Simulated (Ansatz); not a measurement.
# BNH2O (SMILES BN=O) at 6 levels

Wanted: a comparison of 6 runs (B2PLYP/STO-3G, CAM-B3LYP/STO-3G, UB3LYP/STO-3G, UPBE/STO-3G, r2SCAN/STO-3G, MP2/STO-3G) of BNH2O. 

The calculation is run with Ansatz 0.2.0.

59 further runs of the same task are left out: 4 that didn't finish, 55 set aside as unsound or not needed.

## (1) The structure to begin with

BNH2O has 5 atoms, charge 0, and is taken as a singlet. As SMILES, `BN=O`. The N2–B1 distance was set to 3.237 Å, away from the relaxed value. At this shape a bond of the SMILES string is far longer than usual.

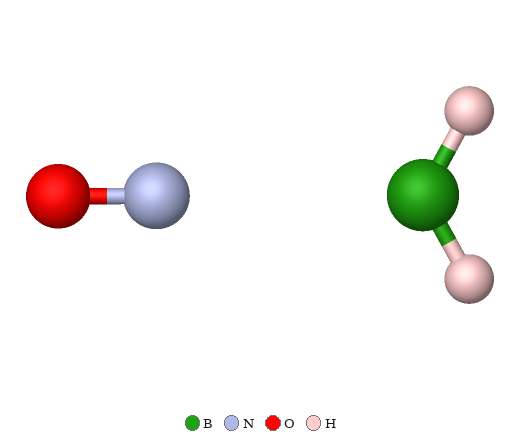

The structure, seen from a chosen angle (boron green, nitrogen light blue, oxygen red, hydrogen pink).

## (2) A single-point energy at B2PLYP/STO-3G (run 1)

Input file input.yaml:

```yaml
basis:
  gaussian:
    orbitals: STO-3G
crystal:
  periodic: [false, false, false]
  atoms:
    - symbol: B
      position_ang: [-1.410950, 1.789861, -0.961600]
    - symbol: "N"
      position_ang: [0.435210, -0.552070, 0.296940]
    - symbol: O
      position_ang: [1.113730, -1.415380, 0.760240]
    - symbol: H
      position_ang: [-2.266630, 1.497061, -1.696640]
    - symbol: H
      position_ang: [-1.194430, 2.895981, -0.664300]
hamiltonian:
  xc: {name: B2PLYP}
correlation:
  frozen_orbitals: {B: 1, H: 0, "N": 1, O: 1}
accuracy: high
```

Command:

```console
$ ansatz run input.yaml --threads 1 --pin off --max-ram 2610MiB --events-out events.jsonl --progress --plain --runs-dir runs
```

Log:

```text
Warning: RAYON_NUM_THREADS=1 ignored (pool sized by the plan → 1); use --threads N
Functional definition: B2PLYP
  name "B2PLYP"
  parameter a = 0.53
  parameter c = 0.27
  exchange = (1 - a)*b88_x + a*exact_x
  correlation = (1 - c)*lyp_c + c*(mp2_os + mp2_ss)
264 factors; integrals over basis functions are off by at most 2.9e-8 eV
mean field evaluation 1: about -4163.6580 eV, gradient 1.1e1 eV
mean field evaluation 2: about -4163.6168 eV, gradient 1.1e1 eV
mean field evaluation 4: about -4163.7849 eV, gradient 9.1e0 eV
mean field evaluation 8: about -4163.9360 eV, gradient 6.8e0 eV
mean field evaluation 16: about -4172.1392 eV, gradient 4.7e-1 eV
mean field evaluation 32: about -4172.1428 eV, gradient 1.7e-2 eV
mean field evaluation 64: about -4172.1437 eV, gradient 1.2e-2 eV
mean field evaluation 96: about -4146.6228 eV, gradient 6.4e0 eV
mean field evaluation 128: about -4167.0526 eV, gradient 6.1e0 eV
mean field -4172.14280412 eV, -153.3234200715 hartree, gradient 6.5e-9 eV, S^2 0.000000; 4 other end points of the search recorded, 0 dependent functions left out; unrestricted orbitals would lower it
3 core orbitals not correlated: weight in the atoms' cores, before any rotation towards them, 1.000 or more for the frozen orbitals, at most 0.000 for the correlated occupied ones
reference -4172.14282127 eV, -153.3234207015 hartree; 8, 8 occupied and 6, 6 virtual orbitals, 264 factors
second order -14.35720394 eV of doubles, -0.00000000 eV of singles
Total energy: -4176.01926633 eV, -153.4658774301 hartree
```

Run time: 15 s. Hardware: 1 thread of Arm Neoverse V1, shared host; peak memory 0.094 GiB.

## (3) The energy at CAM-B3LYP/STO-3G (run 2)

Edit input.yaml of step 2 so:

```diff
@@ -1,4 +1,3 @@
 basis:
-  gaussian:
-    orbitals: STO-3G
+  gaussian: {orbitals: STO-3G}
 crystal:
@@ -16,6 +15,3 @@
       position_ang: [-1.194430, 2.895981, -0.664300]
-hamiltonian:
-  xc: {name: B2PLYP}
-correlation:
-  frozen_orbitals: {B: 1, H: 0, "N": 1, O: 1}
+hamiltonian: {xc: {name: CAM-B3LYP}}
 accuracy: high
```

Command:

```console
$ ansatz run input.yaml --threads 1 --pin off --max-ram 2610MiB --events-out events.jsonl --progress --plain --runs-dir runs
```

Log, shortened:

```text
Warning: RAYON_NUM_THREADS=1 ignored (pool sized by the plan → 1); use --threads N
Functional definition: CAM-B3LYP
  name "CAM-B3LYP"
[...]
264 factors; integrals over basis functions are off by at most 2.9e-8 eV
162 factors; integrals over basis functions are off by at most 1.3e-9 eV
[...]
mean field -4177.68248852 eV, -153.5269997181 hartree, gradient 1.8e-8 eV, S^2 0.000000; 2 other end points of the search recorded, 0 dependent functions left out
reference -4177.68250147 eV, -153.5270001940 hartree; 11, 11 occupied and 6, 6 virtual orbitals, 264 factors
Total energy: -4177.68250147 eV, -153.5270001940 hartree
```

Wall time 10 s (1 thread of Arm Neoverse V1, shared host); peak memory 0.092 GiB.

Runs 3 to 5 aren't shown in full; the table further down has their settings and results.

## (4) The energy at MP2/STO-3G (run 6)

Input file molecule.yaml:

```yaml
crystal:
  periodic: [false, false, false]
  atoms:
    - {symbol: B, position_ang: [-1.410950, 1.789861, -0.961600]}
    - {symbol: "N", position_ang: [0.435210, -0.552070, 0.296940]}
    - {symbol: O, position_ang: [1.113730, -1.415380, 0.760240]}
    - {symbol: H, position_ang: [-2.266630, 1.497061, -1.696640]}
    - {symbol: H, position_ang: [-1.194430, 2.895981, -0.664300]}
basis:
  gaussian:
    orbitals: STO-3G
correlation:
  method: mp2
  frozen_orbitals: {B: 1, H: 0, "N": 1, O: 1}
accuracy: high
```

Command:

```console
$ ansatz run molecule.yaml --threads 1 --pin off --max-ram 2610MiB --events-out events.jsonl --progress --plain --runs-dir runs
```

Log, shortened:

```text
Warning: RAYON_NUM_THREADS=1 ignored (pool sized by the plan → 1); use --threads N
Functional definition: HF
  name "HF"
[...]
264 factors; integrals over basis functions are off by at most 2.9e-8 eV
[...]
mean field -4155.51972762 eV, -152.7125332776 hartree, gradient 1.4e-8 eV, S^2 0.000000; 5 other end points of the search recorded, 0 dependent functions left out; unrestricted orbitals would lower it
unrestricted determinant -4162.00599928 eV, -152.9508993647 hartree, S^2 1.3899
3 core orbitals not correlated: weight in the atoms' cores, before any rotation towards them, 1.000 or more for the frozen orbitals, at most 0.000 for the correlated occupied ones
reference -4155.51972762 eV, -152.7125332776 hartree; 8, 8 occupied and 6, 6 virtual orbitals, 264 factors
second order -8.82681294 eV of doubles, -0.00000000 eV of singles
Total energy: -4164.34654055 eV, -153.0369126699 hartree
```

Wall time 0.32 s (1 thread of Arm Neoverse V1, shared host).

## (5) All runs side by side

| run | level | frozen core orbitals | energy (Eh) | wall time |
| --- | --- | --- | --- | --- |
| 1 | B2PLYP/STO-3G | 3 | -153.465877 | 15 s |
| 2 | CAM-B3LYP/STO-3G | – | -153.527000 | 10 s |
| 3 | UB3LYP/STO-3G | – | -153.722209 | 9.6 s |
| 4 | UPBE/STO-3G | – | -153.539328 | 16 s |
| 5 | r2SCAN/STO-3G | – | -153.593985 | 39 s |
| 6 | MP2/STO-3G | 3 | -153.036913 | 0.32 s |

## (6) What came out

```
                                          quantity          value
                               run 6: total energy  -153.03691 Eh
run 6: correlation energy (3 core orbitals frozen)     -324.4 mEh
```

In words: Totals of different functionals can't be ranked against each other. In runs 1, 6 the log says that unrestricted orbitals would lower the reference, so the values rest on an unstable closed-shell determinant (other closed-shell runs at this shape may share the fault). In runs 1, 2, 3, 4, 5, 6 the basis is minimal, so the values are rough. Spin contamination of the reference: run 3 ⟨S²⟩ = 1.00, run 4 ⟨S²⟩ = 1.00. Where it is this large, the reference is a mixture of spin states, and values that rest on it are in doubt. All runs together took 90 s, the longest 39 s.
